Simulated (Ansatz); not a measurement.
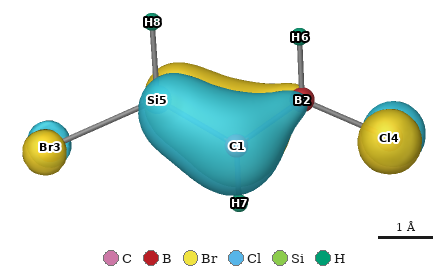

CH3BBrClSi. The HOMO at ±0.15 Å⁻³ᐟ² (yellow and cyan are the two phases), seen across its widest extent.

Geometry: B3LYP/6-31G*.

All numbers below come from Ansatz, isolated molecule in a Gaussian basis; Kohn-Sham density functional theory, functional PBE0.

```xyz
8

C     0.1251    0.1848   -0.1280
B    -1.1159   -0.6364    0.1317
Br    3.5977    0.3740    0.2983
Cl   -2.7205   -0.0873   -0.4141
Si    1.5787   -0.5107    0.4744
H    -1.0975   -1.6832    0.7072
H     0.1095    1.1373   -0.6516
H     1.6406   -1.7985    1.1884
```

Q: Where does this orbital lie, and at what energy?

A: By Hirshfeld shares it lies mainly on C1 (about 40 %), Si5 (about 25 %), Cl4 (about 10 %), B2 (about 10 %) and Br3 (about 10 %); it changes sign across the molecular plane (π type); π-bonding across C1–Si5; π-antibonding (a node) across B2–Cl4 and Br3–Si5. Its energy is −7.52 eV.
